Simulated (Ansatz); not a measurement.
# F3H3OSi2···HF···HF: what the fields show

Input

```
crystal:
  periodic: [false, false, false]
  atoms:
    - {symbol: Si, position_ang: [-0.790717, -0.232924, 1.377758]}
    - {symbol: O, position_ang: [-0.247413, -0.468539, -0.127928]}
    - {symbol: Si, position_ang: [-0.843661, -0.080926, -1.651472]}
    - {symbol: F, position_ang: [-1.276281, 1.236562, 1.595217]}
    - {symbol: F, position_ang: [0.348932, -0.604791, 2.378939]}
    - {symbol: F, position_ang: [-2.015125, -1.177935, 1.643733]}
    - {symbol: H, position_ang: [2.252227, 0.970623, 0.503564]}
    - {symbol: F, position_ang: [1.746208, 1.686714, 0.823961]}
    - {symbol: H, position_ang: [1.443563, -0.745533, -0.177296]}
    - {symbol: F, position_ang: [2.379364, -0.630731, -0.197484]}
    - {symbol: H, position_ang: [-1.028198, -1.352649, -2.383560]}
    - {symbol: H, position_ang: [0.163467, 0.774516, -2.312245]}
    - {symbol: H, position_ang: [-2.132269, 0.625612, -1.473286]}
basis:
  gaussian: {orbitals: def2-TZVPP}
hamiltonian: {xc: pbe0, dispersion: d4}
output: {orbitals: {seedname: orbitals}}
```

Command:

```sh
ansatz run in.yaml --threads 4 --pin off --events-out ev --progress --plain --max-ram 46080MiB --backend cuda --devices 0, --max-vram 37GiB
```

The reactant side of a reaction path; geometry: PBE0-D4/def2-TZVP.

Method: RKS PBE0-D4/def2-TZVPP (Ansatz).

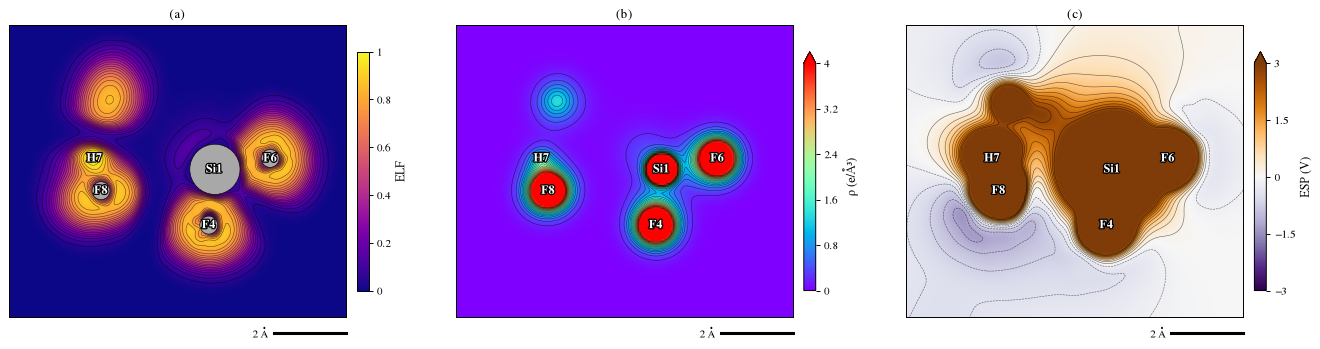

Figure 1. (a) ELF; (b) total electron density; (c) molecular electrostatic potential on the plane of atoms F4, Si1 and F6. Grey discs cover the atomic cores in the ELF map.

### What does the map show?

- Atoms in the plane: Si, F and H.
- Si–F (1.56 Å): ρ is about 1.3 e/Å³ halfway; the ELF peaks at about 0.85 in the valence shell of F, 0.6 Å from its nucleus, and is about 0.50 at the midpoint.
- F–H (0.93 Å): the density is about 4.7 e/Å³ at the midpoint; the ELF climbs to about 1 towards the hydrogen, as it does in any bond to H (a covalent bond by its length).
- The ELF also peaks beside F4, F8, F6 and F10, away from the bonds: lone-pair regions.
- Outside the dense part of the complex the potential is most negative (−1.4 V) near F8.

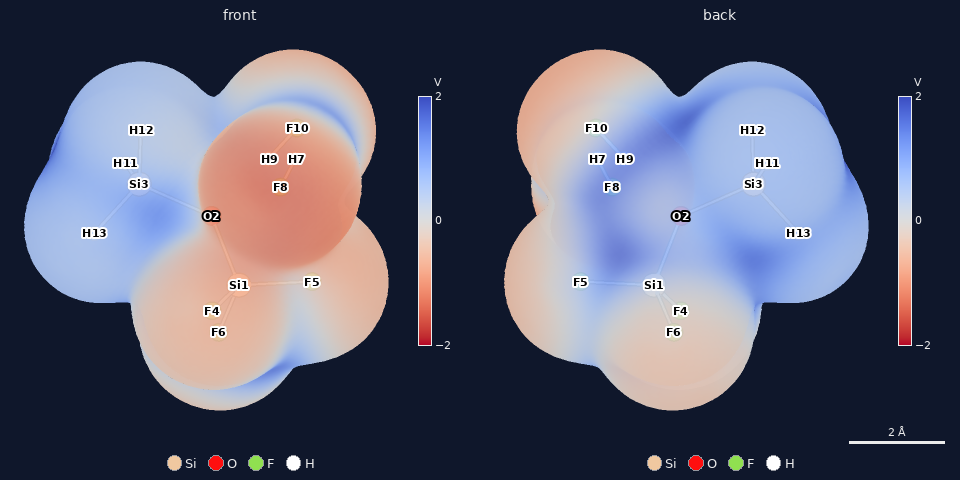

Figure 2. The electrostatic potential painted on the density surface at 0.001 e/bohr³, seen from the front and from behind; red is negative and blue positive.

### Where is the surface potential most negative and most positive?

The most negative region (about −1.2 V) lies over F8, the most positive (about +1.8 V) over Si3.

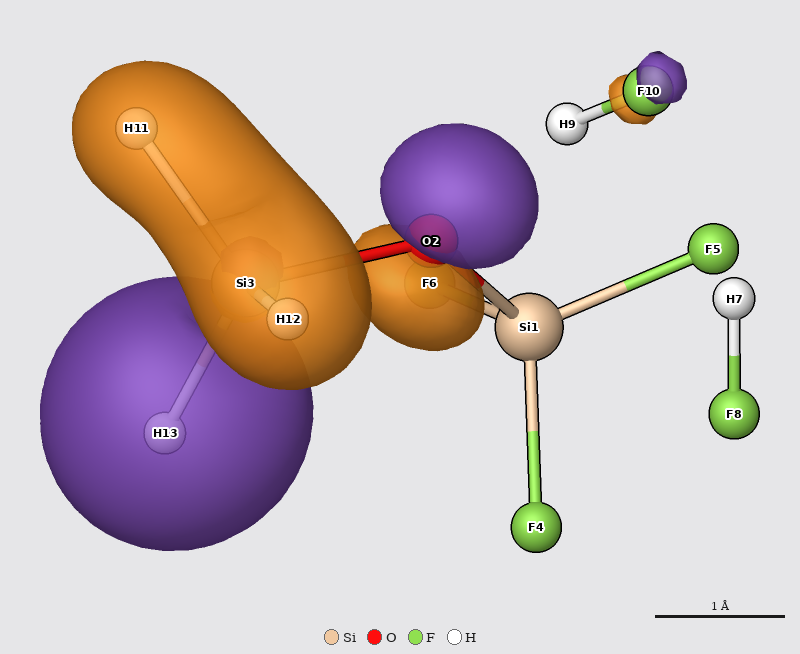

Figure 3. The HOMO−1 at ±0.15 Å⁻³ᐟ² (orange and purple are the two phases), seen from one side.

### Where does this orbital lie, and at what energy?

By Hirshfeld shares it lies mainly on Si3 (about 35 %), H13 (about 35 %), O2 (about 15 %), H12 (about 10 %) and H11 (about 5 %). Its energy is −10.43 eV.
